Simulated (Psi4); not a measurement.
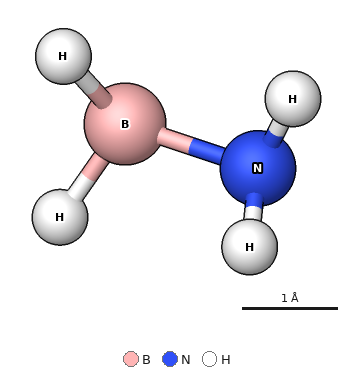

**Figure 1.** The structure (ball-and-stick view, seen at a tilt). Bond lengths as drawn: B–H 1.25 to 1.27 Å, B–N 1.57 Å and H–N 1.02 to 1.03 Å.

**Single-point calculation, with input and output: BNH₄ (charge −1)**

The run: single-point calculation of BNH₄, charge −1, multiplicity 2, SMILES [BH2-]N. Method and program: MP2/STO-3G, UHF (Psi4 1.11).

The geometry comes from this level: GFN2-xTB.

## What the program printed
```
=> Loading Basis Set <=

    Name: STO-3G
    Role: ORBITAL
    Keyword: BASIS

         ---------------------------------------------------------
                                   SCF
                              UHF Reference
                        1 Threads,   1525 MiB Core
         ---------------------------------------------------------

  ==> Geometry <==

    Molecular point group: c1
    Full point group: C1

    Geometry (in Angstrom), charge = -1, multiplicity = 2:

       Center              X                  Y                   Z               Mass
    ------------   -----------------  -----------------  -----------------  -----------------
         B           -0.189937017185    -0.837470396114     0.074740389033    11.009305360000
         N            0.044152982815     0.715779603886    -0.007969610967    14.003074004430
         H            0.839502982815    -1.476170396114     0.467410389033     1.007825032230
         H           -0.588447017185    -1.285040396114    -1.021839610967     1.007825032230
         H            0.515482982815     0.980909603886    -0.882869610967     1.007825032230
         H            0.694822982815     0.983389603886     0.731580389033     1.007825032230

  Running in c1 symmetry.

  Rotational constants: A =      3.78790  B =      0.75427  C =      0.69097 [cm^-1]
  Rotational constants: A = 113558.51675  B =  22612.41237  C =  20714.89688 [MHz]
  Nuclear repulsion =   30.167217759702353

  Charge       = -1
  Multiplicity = 2
  Electrons    = 17
  Nalpha       = 9
  Nbeta        = 8

  ==> Algorithm <==

  SCF Algorithm Type is PK.
  DIIS enabled.
  MOM disabled.
  Fractional occupation disabled.
  Guess Type is SAD.
  Energy threshold   = 1.00e-09
  Density threshold  = 1.00e-08
  Integral threshold = 1.00e-12

  ==> Primary Basis <==

  Basis Set: STO-3G
    Blend: STO-3G
    Number of shells: 10
    Number of basis functions: 14
    Number of Cartesian functions: 14
    Spherical Harmonics?: true
    Max angular momentum: 1

  ==> Integral Setup <==

  Using in-core PK algorithm.
   Calculation information:
      Number of atoms:                   6
      Number of AO shells:              10
      Number of primitives:             30
      Number of atomic orbitals:        14
      Number of basis functions:        14

      Integral cutoff                 1.00e-12
      Number of threads:                 1

  Performing in-core PK
  Using 11130 doubles for integral storage.
  We computed 1539 shell quartets total.
  Whereas there are 1540 unique shell quartets.

  ==> DiskJK: Disk-Based J/K Matrices <==

    J tasked:                  Yes
    K tasked:                  Yes
    wK tasked:                  No
    Memory [MiB]:             1144
    Schwarz Cutoff:          1E-12

  Minimum eigenvalue in the overlap matrix is 2.6691081784E-01.
  Reciprocal condition number of the overlap matrix is 1.2056888726E-01.
    Using symmetric orthogonalization.

  ==> Pre-Iterations <==

  SCF Guess: Superposition of Atomic Densities via on-the-fly atomic UHF (no occupation information).

   -------------------------
    Irrep   Nso     Nmo
   -------------------------
     A         14      14
   -------------------------
    Total      14      14
   -------------------------

  ==> Iterations <==

                        Total Energy        Delta E     RMS |[F,P]|

   @UHF iter SAD:   -78.38552091138533   -7.83855e+01   0.00000e+00
   @UHF iter   1:   -80.16297984143274   -1.77746e+00   1.64786e-02 DIIS/ADIIS
   @UHF iter   2:   -80.20631191721820   -4.33321e-02   3.69203e-03 DIIS/ADIIS
   @UHF iter   3:   -80.20878101145544   -2.46909e-03   1.23141e-03 DIIS/ADIIS
   @UHF iter   4:   -80.20921446611037   -4.33455e-04   4.45519e-04 DIIS/ADIIS
   @UHF iter   5:   -80.20928638846721   -7.19224e-05   2.14217e-04 DIIS/ADIIS
   @UHF iter   6:   -80.20930773859615   -2.13501e-05   4.51779e-05 DIIS
   @UHF iter   7:   -80.20930862114226   -8.82546e-07   1.08602e-05 DIIS
   @UHF iter   8:   -80.20930866573630   -4.45940e-08   3.72570e-06 DIIS
   @UHF iter   9:   -80.20930867131672   -5.58042e-09   1.26502e-06 DIIS
   @UHF iter  10:   -80.20930867202441   -7.07686e-10   2.59226e-07 DIIS
   @UHF iter  11:   -80.20930867205030   -2.58922e-11   7.48337e-08 DIIS
   @UHF iter  12:   -80.20930867205234   -2.04636e-12   2.25430e-08 DIIS
   @UHF iter  13:   -80.20930867205254   -1.98952e-13   5.35250e-09 DIIS
  Energy and wave function converged.

  ==> Post-Iterations <==

   @Spin Contamination Metric:   6.147773475E-03
   @S^2 Expected:                7.500000000E-01
   @S^2 Observed:                7.561477735E-01
   @S   Expected:                5.000000000E-01
   @S   Observed:                5.000000000E-01

    Orbital Energies [Eh]
    ---------------------

    Alpha Occupied:

       1A    -14.956342     2A     -6.935489     3A     -0.762838
       4A     -0.311588     5A     -0.285743     6A     -0.146019
       7A     -0.079178     8A     -0.027585     9A      0.120349

    Alpha Virtual:

      10A      0.911169    11A      0.964896    12A      1.045555
      13A      1.062194    14A      1.096816

    Beta Occupied:

       1A    -14.956969     2A     -6.903532     3A     -0.761841
       4A     -0.281623     5A     -0.258541     6A     -0.133809
       7A     -0.070026     8A     -0.014966

    Beta Virtual:

       9A      0.711486    10A      0.924359    11A      0.980949
      12A      1.078345    13A      1.099829    14A      1.130686

    Final Occupation by Irrep:
              A
    DOCC [     8 ]
    SOCC [     1 ]
    NA   [     9 ]
    NB   [     8 ]

  @UHF Final Energy:   -80.20930867205254

   => Energetics <=

    Nuclear Repulsion Energy =             30.1672177597023534
    One-Electron Energy =                -173.9873134152309149
    Two-Electron Energy =                  63.6107869834760251
    Total Energy =                        -80.2093086720525434

  UHF NO Occupations:
  HONO-2 :    7  A 1.9990350
  HONO-1 :    8  A 1.9988931
  HONO-0 :    9  A 1.0000000
  LUNO+0 :   10  A 0.0011069
  LUNO+1 :   11  A 0.0009650
  LUNO+2 :   12  A 0.0008093
  LUNO+3 :   13  A 0.0001921

Computation Completed

Properties will be evaluated at   0.000000,   0.000000,   0.000000 [a0]

Properties computed using the SCF density matrix

 Multipole Moments:

 ------------------------------------------------------------------------------------
     Multipole            Electronic (a.u.)      Nuclear  (a.u.)        Total (a.u.)
 ------------------------------------------------------------------------------------

 L = 1.  Multiply by 2.5417464519 to convert [e a0] to [Debye]
 Dipole X            :         -1.0941411            1.5509884            0.4568473
 Dipole Y            :          1.0604940            0.0494988            1.1099929
 Dipole Z            :          0.7916974           -0.7328429            0.0588545
 Magnitude           :                                                    1.2017727

 ------------------------------------------------------------------------------------

	total time  =          0 seconds =       0.00 minutes
 MINTS: Wrapper to libmints.

   Calculation information:
      Number of threads:                 1
      Number of atoms:                   6
      Number of AO shells:              10
      Number of SO shells:              10
      Number of primitives:             30
      Number of atomic orbitals:        14
      Number of basis functions:        14

      Number of irreps:                  1
      Integral cutoff                 1.00e-12
      Number of functions per irrep: [  14 ]

 OEINTS: Overlap, kinetic, potential, dipole, and quadrupole integrals
         stored in file 35.

      Computing two-electron integrals...done
      Computed 5390 non-zero two-electron integrals.
        Stored in file 33.

  Module OCC Options:
  ----------------------------------------------------------------------------
  ACTIVE                        => (empty)
  BASIS_RELATIVISTIC            => (empty)
  BENCH                         => (empty)
  CACHELEVEL                    => (empty)
  CCL_ENERGY                    => (empty)
  CC_MAXITER                    => (empty)
  CC_TYPE                       => (empty)
  CEPA_OS_SCALE                 => (empty)
  CEPA_SOS_SCALE                => (empty)
  CEPA_SS_SCALE                 => (empty)
  CEPA_TYPE                     => (empty)
  CI_TYPE                       => (empty)
  CUBEPROP_BASIS_FUNCTIONS      => (empty)
  CUBEPROP_FILEPATH             => (empty)
  CUBEPROP_ISOCONTOUR_THRESHOLD => (empty)
  CUBEPROP_ORBITALS             => (empty)
  CUBEPROP_TASKS                => (empty)
  CUBIC_BASIS_TOLERANCE         => (empty)
  CUBIC_BLOCK_MAX_POINTS        => (empty)
  CUBIC_GRID_OVERAGE            => (empty)
  CUBIC_GRID_SPACING            => (empty)
  CUTOFF                        => (empty)
  DDX                           => (empty)
  DEBUG                         => (empty)
  DERTYPE                       => (empty)
  DF_BASIS_CC                   => (empty)
  DIE_IF_NOT_CONVERGED          => (empty)
  DIIS_MAX_VECS                 => (empty)
  DIIS_MIN_VECS                 => (empty)
  DKH_ORDER                     => (empty)
  DOCC                          => (empty)
  DO_DIIS                       => (empty)
  DO_LEVEL_SHIFT                => (empty)
  DO_SCS                        => (empty)
  DO_SOS                        => (empty)
  E3_SCALE                      => (empty)
  EA_POLES                      => (empty)
  EKT_EA                        => (empty)
  EKT_IP                        => (empty)
  EP_EA_POLES                   => (empty)
  EP_IP_POLES                   => (empty)
  EP_MAXITER                    => (empty)
  EXTERNAL_POTENTIAL_SYMMETRY   => (empty)
  E_CONVERGENCE                 => 1e-09           !
  FREEZE_CORE                   => (empty)
  FREEZE_CORE_POLICY            => (empty)
  FROZEN_DOCC                   => (empty)
  FROZEN_UOCC                   => (empty)
  INTEGRAL_PACKAGE              => (empty)
  IP_POLES                      => (empty)
  LEVEL_SHIFT                   => (empty)
  LITERAL_CFOUR                 => (empty)
  LS_THC_BASIS_TOLERANCE        => (empty)
  LS_THC_DF                     => (empty)
  LS_THC_PRUNING_SCHEME         => (empty)
  LS_THC_RADIAL_POINTS          => (empty)
  LS_THC_SPHERICAL_POINTS       => (empty)
  LS_THC_S_EPSILON              => (empty)
  LS_THC_WEIGHTS_TOLERANCE      => (empty)
  MAT_NUM_COLUMN_PRINT          => (empty)
  MAX_MOGRAD_CONVERGENCE        => (empty)
  MAX_RADIAL_MOMENT             => (empty)
  MBIS_D_CONVERGENCE            => (empty)
  MBIS_MAXITER                  => (empty)
  MBIS_PRUNING_SCHEME           => (empty)
  MBIS_RADIAL_POINTS            => (empty)
  MBIS_SPHERICAL_POINTS         => (empty)
  MOGRAD_DAMPING                => (empty)
  MOLDEN_WITH_VIRTUAL           => (empty)
  MO_MAXITER                    => (empty)
  MO_READ                       => (empty)
  MO_STEP_MAX                   => (empty)
  MO_WRITE                      => (empty)
  MP2_OS_SCALE                  => (empty)
  MP2_SOS_SCALE                 => (empty)
  MP2_SOS_SCALE2                => (empty)
  MP2_SS_SCALE                  => (empty)
  MP2_TYPE                      => CONV            !
  MP_TYPE                       => (empty)
  NAT_ORBS                      => (empty)
  NUM_FROZEN_DOCC               => 2               !
  NUM_FROZEN_UOCC               => (empty)
  NUM_GPUS                      => (empty)
  OCC_ORBS_PRINT                => (empty)
  OEPROP                        => (empty)
  OPT_METHOD                    => (empty)
  ORBITAL_OPTIMIZER_PACKAGE     => (empty)
  ORB_OPT                       => FALSE           !
  ORB_RESP_SOLVER               => (empty)
  ORTH_TYPE                     => (empty)
  OS_SCALE                      => (empty)
  PARENT_SYMMETRY               => (empty)
  PCG_BETA_TYPE                 => (empty)
  PCG_CONVERGENCE               => (empty)
  PCG_MAXITER                   => (empty)
  PCM                           => (empty)
  PE                            => (empty)
  PRINT                         => (empty)
  PRINT_NOONS                   => (empty)
  PROPERTIES                    => (empty)
  PROPERTIES_ORIGIN             => (empty)
  PUREAM                        => TRUE            !
  QC_MODULE                     => (empty)
  RAS1                          => (empty)
  RAS2                          => (empty)
  RAS3                          => (empty)
  RAS4                          => (empty)
  RELATIVISTIC                  => (empty)
  RELAXED                       => (empty)
  REMP_A                        => (empty)
  RESTRICTED_DOCC               => (empty)
  RESTRICTED_UOCC               => (empty)
  RMS_MOGRAD_CONVERGENCE        => (empty)
  R_CONVERGENCE                 => (empty)
  SCF_TYPE                      => PK              !
  SCREENING                     => (empty)
  SCS_TYPE                      => (empty)
  SOCC                          => (empty)
  SOS_TYPE                      => (empty)
  SPIN_SCALE_TYPE               => NONE            !
  SS_SCALE                      => (empty)
  SYMMETRIZE                    => (empty)
  TPDM_ABCD_TYPE                => (empty)
  WFN                           => (empty)
  WFN_TYPE                      => OMP2            !
  WRITER_FILE_LABEL             => (empty)
  ZORA_BASIS_TOLERANCE          => (empty)
  ZORA_NR_DEBUG                 => (empty)
  ZORA_PRUNING_SCHEME           => (empty)
  ZORA_RADIAL_POINTS            => (empty)
  ZORA_SPHERICAL_POINTS         => (empty)

 ==============================================================================
 ==============================================================================
 ==============================================================================

                             MP2

 ==============================================================================
 ==============================================================================
 ==============================================================================

	MO spaces per irreps...

	IRREP   FC   AOCC  BOCC  AVIR    BVIR  FV
	==========================================
	   A     2     7     6     5      6     0
	==========================================

	Computing MP2 energy using SCF MOs (Canonical MP2)...
	==============================================================================
	Nuclear Repulsion Energy (a.u.)    :    30.16721775970235
	SCF Energy (a.u.)                  :   -80.20930867205254
	REF Energy (a.u.)                  :   -80.20930867205254
	Alpha-Alpha Contribution (a.u.)    :    -0.00297852776637
	Alpha-Beta Contribution (a.u.)     :    -0.06900339766509
	Beta-Beta Contribution (a.u.)      :    -0.00328938447604
	Scaled_SS Correlation Energy (a.u.):    -0.00208930408080
	Scaled_OS Correlation Energy (a.u.):    -0.08280407719811
	SCS-MP2 Total Energy (a.u.)        :   -80.29420205333145
	SOS-MP2 Total Energy (a.u.)        :   -80.29901308901717
	SCSN-MP2 Total Energy (a.u.)       :   -80.22034019759920
	SCS-MP2-VDW Total Energy (a.u.)    :   -80.30076697718506
	SOS-PI-MP2 Total Energy (a.u.)     :   -80.30591342878367
	MP2 Correlation Energy (a.u.)      :    -0.07527130990750
	MP2 Total Energy (a.u.)            :   -80.28457998196005
	==============================================================================

	total time  =          0 seconds =       0.00 minutes
```

## Standard output
```
energy: -2184.654698 eV
```

The run was set up as follows.

## Input (run.py)
```python
import numpy as np
from ase.calculators.psi4 import Psi4
from ase import Atoms

a = Atoms(['B', 'N', 'H', 'H', 'H', 'H'], positions=[
    [-0.409200, -0.684370, 0.181230],
    [-0.175110, 0.868880, 0.098520],
    [0.620240, -1.323070, 0.573900],
    [-0.807710, -1.131940, -0.915350],
    [0.296220, 1.134010, -0.776380],
    [0.475560, 1.136490, 0.838070],
])
calc = Psi4(atoms=a, method='mp2', basis='STO-3G', memory='1600MB', num_threads=1, charge=-1, multiplicity=2, label='psi4-calc', reference='uhf')
calc.psi4.set_options({'puream': True, 'e_convergence': 1e-09, 'd_convergence': 1e-08, 'scf_type': 'pk', 'num_frozen_docc': 2, 'mp2_type': 'conv', 'maxiter': 200})
a.calc = calc

print(f'energy: {a.get_potential_energy():.6f} eV')
```

Run as:
```bash
python run.py
```

## Results in brief

| quantity | value |
| --- | --- |
| outcome | converged |
| total energy | −80.284580 hartree |
| SCF energy | −80.209309 hartree |
| MP2 energy | −80.284580 hartree |
| correlation energy | −0.075271 hartree |
| basis functions | 14 |
| ⟨S²⟩ | 0.756 |
| hardware | 1 thread of Intel Xeon (Sapphire Rapids), 64 GiB of memory available, shared host |
| wall time | 1.6 s |
| peak memory | 0.19 GiB |

## Remarks

The record of the run, not the program, notes: unbound anion.
